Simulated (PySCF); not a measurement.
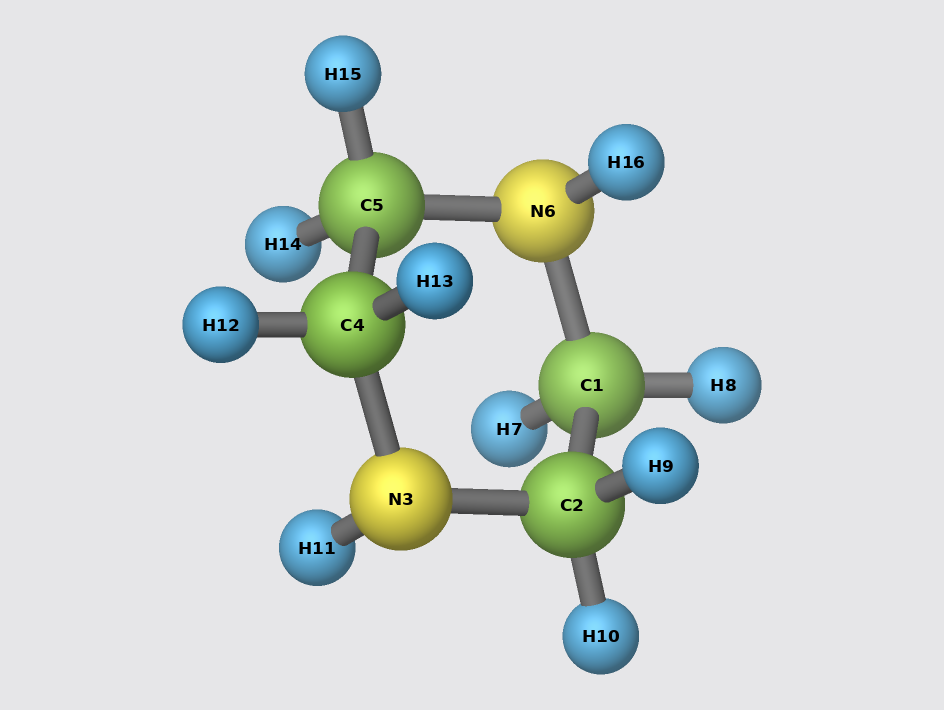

Computed geometry: GFN2-xTB optimisation. No frequency run is at hand to confirm it as a minimum. Level of theory: B3LYP/pcJ-1 indirect spin-spin coupling, non-relativistic, gas phase (PySCF 2.14.0). Isotopes: 13C, 1H, 15N.

Give the spin–spin coupling constants of these pairs, with the number of bonds between them: N3/H11, N6/H16, N6/H15, N3/H7, N6/H10.

```csv
pair,bonds apart,J (Hz)
"N3, H11",1,−67.0
"N6, H16",1,−67.0
"N6, H15",2,−2.7
"N3, H7",3,−0.8
"N6, H10",3,−0.8
```
